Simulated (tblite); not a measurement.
# Geometry relaxation of CH10FN3Si3 (part 1 of 3)

The run: geometry relaxation of CH10FN3Si3, SMILES FC[SiH]1N[SiH2]N[SiH2]N1. Method and program: GFN2-xTB geometry optimisation, gas phase (tblite 0.8.0).

It belongs to a series of runs on one base structure; here: H on Si replaced by CH2F.

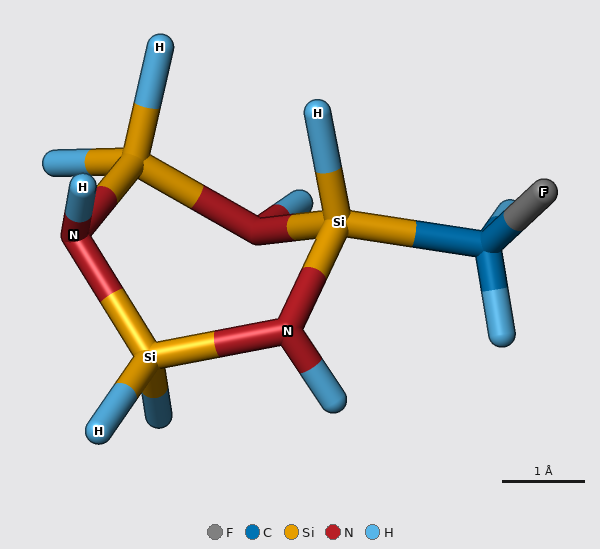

Fig. 1: The structure as given in the input (stick view, seen at a tilt). Bond lengths as drawn: C–F 1.38 Å, C–H 1.10 to 1.11 Å, C–Si 1.87 Å, H–N 1.04 to 1.05 Å, H–Si 1.46 to 1.49 Å and N–Si 1.77 to 1.81 Å.

Input:
```
{"job": {"kind": "relax", "xc": "GFN2-xTB", "basis": "xTB"}, "charge": 0, "multiplicity": 1}
F     -3.420500    -1.015000     0.253000
C     -2.525700    -0.624300    -0.722400
Si    -0.878900    -0.394700     0.125700
N     -0.736800     1.306400     0.716500
Si     0.988900     1.760500     0.519200
N      2.095400     0.482400     1.053200
Si     1.900500    -0.960700     0.000900
N      0.490500    -0.598700    -1.009800
H     -2.792200     0.322800    -1.209400
H     -2.448600    -1.381200    -1.535000
H     -0.671100    -1.377500     1.202500
H     -1.271700     1.879000     0.027100
H      1.197800     3.046100     1.191800
H      1.206200     1.943700    -0.938900
H      1.794900     0.213700     2.027900
H      1.625200    -2.172700     0.792000
H      3.137000    -1.117000    -0.755500
H      0.300300    -1.306400    -1.750500
```

The first line tells a small driver script what to run in tblite; the rest is the geometry in Å.

Machine: 1 CPU thread, shared host.

Launched with:
```bash
OMP_NUM_THREADS=1 python <driver script> task.json out
```

Log:
```
step      E/eV     max force
  0    -708.07014    2.029
  1    -708.32839    1.416
  2    -708.52833    1.022
  3    -708.62018    0.998
  4    -708.69005    0.517
  5    -708.73318    0.610
  6    -708.82988    0.679
  7    -708.89801    0.765
  8    -708.95838    0.528
  9    -709.00227    0.510
 10    -709.04839    0.523
 11    -709.10081    0.685
 12    -709.15052    0.514
 13    -709.18034    0.342
 14    -709.19027    0.885
 15    -709.20798    0.471
 16    -709.22255    0.288
 17    -709.24349    0.295
 18    -709.25067    0.210
 19    -709.26176    0.231
 20    -709.26888    0.211
 21    -709.27488    0.152
 22    -709.28081    0.249
 23    -709.28609    0.198
 24    -709.28997    0.139
 25    -709.29253    0.128
 26    -709.29580    0.133
 27    -709.30127    0.233
 28    -709.30958    0.286
 29    -709.31781    0.225
 30    -709.32319    0.145
 31    -709.32683    0.166
 32    -709.33079    0.159
 33    -709.33728    0.176
 34    -709.34614    0.171
 35    -709.35534    0.189
 36    -709.36230    0.161
 37    -709.36717    0.185
 38    -709.36944    0.344
 39    -709.37389    0.222
 40    -709.37761    0.272
 41    -709.38302    0.168
 42    -709.39274    0.260
 43    -709.39619    0.252
 44    -709.40050    0.180
 45    -709.40406    0.137
 46    -709.40771    0.183
 47    -709.41243    0.203
 48    -709.41569    0.196
 49    -709.41802    0.177
 50    -709.42106    0.224
 51    -709.42413    0.147
 52    -709.42798    0.100
 53    -709.42908    0.069
 54    -709.43038    0.078
 55    -709.43152    0.100
 56    -709.43325    0.091
 57    -709.43632    0.108
 58    -709.43882    0.106
 59    -709.44039    0.114
 60    -709.44179    0.117
 61    -709.44325    0.116
 62    -709.44518    0.102
 63    -709.44668    0.106
 64    -709.44769    0.073
 65    -709.44833    0.057
 66    -709.44875    0.066
 67    -709.44908    0.066
 68    -709.44940    0.057
 69    -709.44977    0.042
 70    -709.45007    0.042
 71    -709.45050    0.047
 72    -709.45081    0.046
 73    -709.45102    0.051
 74    -709.45118    0.048
 75    -709.45136    0.033
 76    -709.45156    0.029
 77    -709.45173    0.045
 78    -709.45188    0.031
 79    -709.45208    0.041
 80    -709.45233    0.027
 81    -709.45253    0.031
 82    -709.45264    0.028
 83    -709.45274    0.024
 84    -709.45287    0.031
 85    -709.45308    0.037
 86    -709.45331    0.035
 87    -709.45349    0.034
 88    -709.45362    0.028
 89    -709.45375    0.029
 90    -709.45395    0.027
 91    -709.45423    0.038
 92    -709.45455    0.045
 93    -709.45490    0.067
 94    -709.45535    0.098
 95    -709.45586    0.105
 96    -709.45672    0.080
 97    -709.45761    0.071
 98    -709.45794    0.106
 99    -709.45859    0.062
100    -709.45893    0.044
101    -709.45994    0.076
102    -709.46111    0.077
103    -709.46237    0.138
104    -709.46325    0.103
105    -709.46428    0.097
106    -709.46486    0.048
107    -709.46541    0.052
108    -709.46684    0.070
109    -709.46829    0.078
110    -709.46936    0.076
111    -709.46869    0.166
112    -709.47019    0.049
113    -709.47038    0.041
114    -709.47094    0.053
115    -709.47157    0.070
116    -709.47249    0.083
117    -709.47319    0.056
118    -709.47359    0.057
119    -709.47360    0.083
120    -709.47395    0.031
121    -709.47411    0.034
122    -709.47444    0.034
123    -709.47464    0.030
124    -709.47485    0.020
125    -709.47495    0.022
126    -709.47502    0.017
127    -709.47507    0.015
128    -709.47512    0.023
129    -709.47517    0.025
130    -709.47524    0.027
131    -709.47532    0.025
132    -709.47546    0.027
133    -709.47560    0.027
134    -709.47572    0.023
135    -709.47579    0.019
136    -709.47583    0.016
137    -709.47587    0.016
138    -709.47590    0.014
139    -709.47595    0.018
140    -709.47599    0.019
141    -709.47605    0.016
142    -709.47609    0.014
143    -709.47612    0.009
```

Trajectory as extended XYZ (Å, eV, eV/Å), 27 of the 144 frames kept, from step=0 to step=143:
```
18
Properties=species:S:1:pos:R:3:forces:R:3 step=0 energy=-708.07014
F    -3.4205   -1.0150    0.2530   -0.1360   0.1920  -0.7580
C    -2.5257   -0.6243   -0.7224    0.3620  -0.1950  -0.7930
Si   -0.8789   -0.3947    0.1257    1.5540   1.1530   0.2780
N    -0.7368    1.3064    0.7165    0.3800  -0.9650  -1.7170
Si    0.9889    1.7605    0.5192    0.0310   0.1870  -0.2140
N     2.0954    0.4824    1.0532   -1.7960  -0.8300   0.4490
Si    1.9005   -0.9607    0.0009    0.1080   0.8120   0.1780
N     0.4905   -0.5987   -1.0098   -0.6320  -1.4360   0.3240
H    -2.7922    0.3228   -1.2094   -0.6460  -0.3090   0.3670
H    -2.4486   -1.3812   -1.5350   -0.4980   0.1950   0.7130
H    -0.6711   -1.3775    1.2025   -0.4210   0.2380   0.0860
H    -1.2717    1.8790    0.0271    0.4190  -0.3500   1.1010
H     1.1978    3.0461    1.1918   -0.0290  -0.3040   0.1810
H     1.2062    1.9437   -0.9389    0.1630   0.0510   0.4290
H     1.7949    0.2137    2.0279    0.7630   0.4510  -1.2640
H     1.6252   -2.1727    0.7920    0.1520   0.1390   0.0310
H     3.1370   -1.1170   -0.7555   -0.1680   0.1160  -0.1460
H     0.3003   -1.3064   -1.7505    0.3930   0.8560   0.7550
18
Properties=species:S:1:pos:R:3:forces:R:3 step=6 energy=-708.82988
F    -3.4398   -0.9897    0.1572   -0.2560  -0.1460   0.4070
C    -2.4949   -0.6091   -0.7619   -0.4070  -0.2330  -0.2000
Si   -0.8437   -0.4190    0.1116    0.3520   0.5640  -0.0630
N    -0.6274    1.2495    0.5622   -0.5200   0.0000  -0.2200
Si    1.0062    1.8267    0.4768   -0.0110  -0.3550   0.0000
N     1.8968    0.4427    1.0070    0.4300  -0.1620   0.4230
Si    1.9304   -0.9745    0.0125   -0.0800   0.4240   0.0320
N     0.4985   -0.7599   -0.9282   -0.4230  -0.3110  -0.3010
H    -2.8976    0.3053   -1.1868    0.1320   0.0960  -0.2840
H    -2.4989   -1.4121   -1.4985    0.0540   0.1280  -0.1970
H    -0.7811   -1.3089    1.2649   -0.2460   0.0210   0.2290
H    -1.3015    1.9010    0.1776   -0.0120  -0.1530   0.3080
H     1.1937    3.0132    1.2817    0.0160   0.0650   0.2340
H     1.2969    1.9862   -0.9336    0.3400   0.2550  -0.2010
H     1.9015    0.2542    2.0048    0.1250   0.2300  -0.3890
H     1.6907   -2.1395    0.8211    0.2110  -0.4600   0.4520
H     3.1113   -1.0653   -0.8132    0.1550   0.0820  -0.2400
H     0.3502   -1.2944   -1.7668    0.1390  -0.0460   0.0100
18
Properties=species:S:1:pos:R:3:forces:R:3 step=11 energy=-709.10081
F    -3.5013   -1.0025    0.1605    0.1550   0.0560  -0.2340
C    -2.5625   -0.6272   -0.7877    0.0980   0.0850   0.0100
Si   -0.8680   -0.4106    0.0756   -0.5130  -0.4480  -0.0770
N    -0.6155    1.2571    0.4218   -0.0150   0.2390  -0.0580
Si    1.0225    1.8246    0.4455    0.1510   0.2930  -0.0850
N     1.8917    0.4337    0.9903    0.2300   0.0700  -0.2300
Si    1.9341   -0.9931    0.0210    0.0810  -0.4450   0.0560
N     0.4556   -0.9514   -0.8956    0.1340  -0.0190   0.2650
H    -2.9418    0.2889   -1.2510    0.0300  -0.1270   0.0820
H    -2.5385   -1.4130   -1.5427   -0.1150  -0.0240   0.0650
H    -0.9564   -1.1960    1.3405    0.0240   0.2020  -0.3060
H    -1.3787    1.9110    0.3735    0.0420  -0.0350   0.0340
H     1.1847    2.9464    1.3954   -0.0770  -0.3040  -0.2060
H     1.4820    2.1083   -0.9429   -0.0700   0.0380   0.4580
H     2.0311    0.3360    1.9764    0.1220  -0.0130   0.1020
H     1.8483   -2.1732    0.9373    0.2250   0.4130  -0.2860
H     3.0880   -0.9851   -0.9099   -0.3500  -0.0090   0.2080
H     0.4160   -1.3475   -1.8196   -0.1550   0.0290   0.2010
18
Properties=species:S:1:pos:R:3:forces:R:3 step=16 energy=-709.22255
F    -3.5198   -1.0033    0.1298   -0.0540   0.0130   0.0110
C    -2.5868   -0.6361   -0.8164   -0.0560  -0.0240  -0.1600
Si   -0.9143   -0.4136    0.0416    0.0800   0.1410   0.0410
N    -0.6163    1.2756    0.3053    0.1530  -0.2010  -0.1380
Si    1.0328    1.8168    0.4302   -0.0910  -0.1090   0.1400
N     1.9385    0.4391    0.9540    0.0350   0.0860  -0.0160
Si    1.9332   -1.0253    0.0385   -0.0100   0.2640  -0.0090
N     0.4273   -1.0731   -0.8185   -0.0780   0.0020   0.1380
H    -2.9615    0.2705   -1.2804   -0.0760   0.1520  -0.0500
H    -2.5859   -1.4228   -1.5632   -0.0070  -0.1560  -0.0940
H    -1.0491   -1.1038    1.3277    0.0350  -0.0930   0.0650
H    -1.3887    1.8913    0.4901    0.0720   0.0620  -0.0240
H     1.1640    2.8625    1.4296   -0.0580   0.0970   0.1380
H     1.5740    2.1926   -0.8693   -0.0310   0.0640  -0.1290
H     2.1271    0.3832    1.9386    0.0800  -0.0660  -0.0290
H     1.9840   -2.1393    0.9649    0.0870  -0.1800   0.1540
H     3.0148   -0.9503   -0.9317    0.0630  -0.0800  -0.1550
H     0.4180   -1.3577   -1.7824   -0.1430   0.0290   0.1180
18
Properties=species:S:1:pos:R:3:forces:R:3 step=22 energy=-709.28081
F    -3.5462   -0.9931    0.0881   -0.1060  -0.0160   0.0070
C    -2.6116   -0.6412   -0.8668   -0.0270   0.0070   0.0270
Si   -0.9543   -0.4079    0.0455    0.1220   0.0290   0.0190
N    -0.5925    1.2789    0.2028    0.1050  -0.1550   0.0150
Si    1.0424    1.8280    0.4445    0.0250  -0.1760   0.1060
N     1.9854    0.4648    0.9387    0.0170  -0.1380  -0.0170
Si    1.9474   -1.0211    0.0484    0.0130   0.0480  -0.0600
N     0.3940   -1.1516   -0.7221    0.0900  -0.0150   0.0300
H    -2.9934    0.2690   -1.3272    0.0310   0.0280  -0.0780
H    -2.6242   -1.4465   -1.6010    0.0790   0.0260  -0.0080
H    -1.0957   -1.0800    1.3393   -0.0620  -0.0250   0.0960
H    -1.3288    1.8725    0.5309   -0.1660   0.1860  -0.0040
H     1.1140    2.8330    1.4950   -0.0540   0.0550   0.0880
H     1.5864    2.2605   -0.8346   -0.0020   0.0920  -0.1380
H     2.2259    0.3916    1.9121    0.0340   0.0540  -0.0580
H     2.1007   -2.1292    0.9984    0.0130   0.0920  -0.0530
H     2.9757   -0.9660   -0.9995   -0.1180  -0.0470   0.0430
H     0.3660   -1.3553   -1.7042    0.0090  -0.0460  -0.0140
18
Properties=species:S:1:pos:R:3:forces:R:3 step=28 energy=-709.30958
F    -3.5986   -0.9812    0.0369    0.0790   0.0670  -0.1080
C    -2.6172   -0.6325   -0.8773    0.0700  -0.0130   0.0080
Si   -0.9652   -0.4161    0.0782   -0.1680   0.0300  -0.0050
N    -0.5785    1.2636    0.2177   -0.0360  -0.0140   0.0910
Si    1.0554    1.8092    0.4703   -0.0510   0.2630  -0.1010
N     2.0260    0.4582    0.9243   -0.0420   0.1130   0.0030
Si    1.9528   -1.0192    0.0344    0.0140  -0.1140   0.0770
N     0.3820   -1.1827   -0.6739   -0.1020   0.0200  -0.0400
H    -2.9764    0.2747   -1.3736    0.0820  -0.1050   0.0680
H    -2.5899   -1.4459   -1.6075    0.0170   0.0810   0.0610
H    -1.1416   -1.0800    1.3735   -0.0350  -0.0080   0.0580
H    -1.3065    1.9046    0.4876   -0.0230  -0.0490  -0.0770
H     1.0545    2.8095    1.5411    0.0530  -0.0820  -0.0110
H     1.5483    2.3243   -0.8194   -0.0170  -0.0480   0.1450
H     2.3153    0.4071    1.8846    0.0640  -0.0130  -0.0390
H     2.1719   -2.0923    0.9973    0.0020  -0.0870   0.0660
H     2.9220   -1.0099   -1.0503    0.0870   0.0300  -0.1480
H     0.3370   -1.3853   -1.6554    0.0070  -0.0720  -0.0480
18
Properties=species:S:1:pos:R:3:forces:R:3 step=33 energy=-709.33728
F    -3.6315   -0.9533   -0.0288   -0.0170  -0.0300   0.0870
C    -2.5953   -0.6249   -0.8786    0.0040  -0.0100  -0.0150
Si   -0.9844   -0.4267    0.1214    0.1620  -0.0450   0.0530
N    -0.5846    1.2444    0.2924   -0.0110   0.0460  -0.0360
Si    1.0405    1.8268    0.4852   -0.0180  -0.1160   0.0980
N     2.0285    0.4681    0.8968   -0.0370  -0.0690  -0.0580
Si    1.9533   -1.0291    0.0272   -0.0430   0.0310  -0.0590
N     0.3616   -1.1845   -0.6560    0.0670   0.0190   0.0700
H    -2.9217    0.2757   -1.3937    0.0580   0.1010  -0.0890
H    -2.5302   -1.4380   -1.5970   -0.0220  -0.0810  -0.1070
H    -1.1928   -1.0836    1.4213    0.0150   0.0150  -0.0470
H    -1.3148    1.9264    0.4026   -0.0770  -0.0520  -0.0180
H     1.0320    2.7819    1.5873    0.0910   0.0530   0.0660
H     1.5130    2.3701   -0.7894    0.0200   0.0330  -0.0110
H     2.4027    0.4244    1.8295    0.0080   0.0620  -0.1090
H     2.2132   -2.0889    1.0089   -0.0340   0.0370  -0.0720
H     2.8856   -1.0388   -1.1129   -0.0740   0.0220   0.1200
H     0.3162   -1.4436   -1.6279   -0.0920  -0.0160   0.1270
```
